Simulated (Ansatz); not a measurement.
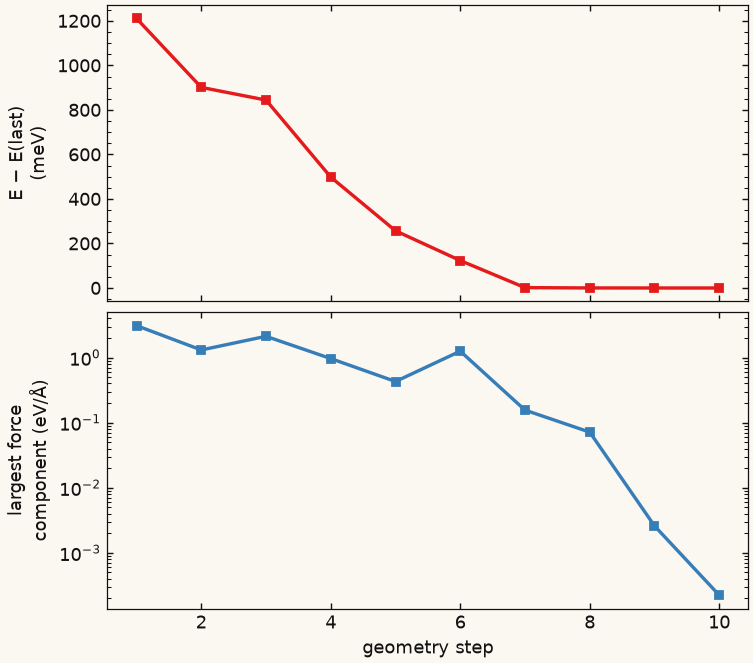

History of a geometry optimisation.

```
crystal:
  periodic: [false, false, false]
  atoms:
    - {symbol: B, position_ang: [-1.551942, 0.803374, -0.828476]}
    - {symbol: Si, position_ang: [-0.149077, -0.075256, -0.024201]}
    - {symbol: Cl, position_ang: [1.525122, -0.813899, 0.800241]}
basis:
  gaussian: {orbitals: def2-SVP}
hamiltonian: {xc: pbe0, dispersion: d4}
relax: {f_tol: 0.002, max_steps: 80, max_displacement: 0.5}
```

Launched with:
```bash
ansatz run in.yaml --threads 2 --pin off --events-out ev --progress --plain --max-ram 3481MiB
```

Q: How did it end, and what did it gain?

A: The optimisation met its thresholds at geometry 10, counting the start as the first. The energy fell by about 1200 meV from the first step to the last. The largest force component goes from about 3.1 eV/Å at the start to 2.2 × 10⁻⁴ eV/Å at the end.
